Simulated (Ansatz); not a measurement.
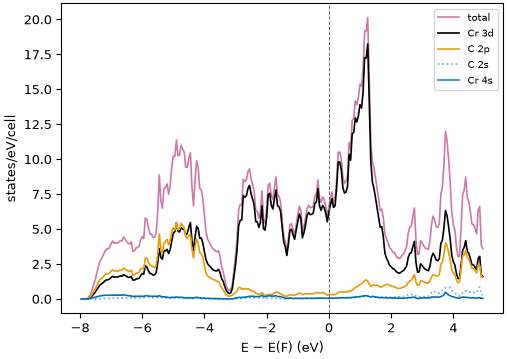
*Total and projected density of states of Cr3C2 in space group Cmcm (No. 63; Cr on 4c, Cr on 8f, C on 4c, C on 4b), PBEsol (plane waves, PAW; program Ansatz)*

Problem. Which orbitals carry the states next to the Fermi level?

Solution. Within 0.5 eV of the Fermi level: Cr 3d 93 %, C 2p 5 %. Projections are on Löwdin-orthogonalised atomic valence shells; empty p or d shells of many metals are not among them.

Problem. Where is the tallest occupied peak in this window, and what makes it?

Solution. Near -4.9 eV, about 11 states/eV per cell; the largest projected share is Cr 3d.

The workflow started from a Materials Project entry (that database holds measured and hypothetical structures alike); the Crystallography Open Database copy checked does not list it. COD files the formula under space group No. 62. Whether it is the stable phase at ambient conditions was not checked. The PBEsol relaxation kept the symmetry of its start; whether a distortion lowers the energy is not shown. No spin polarisation was allowed.

Potentials: the later of the program's two PAW sets.
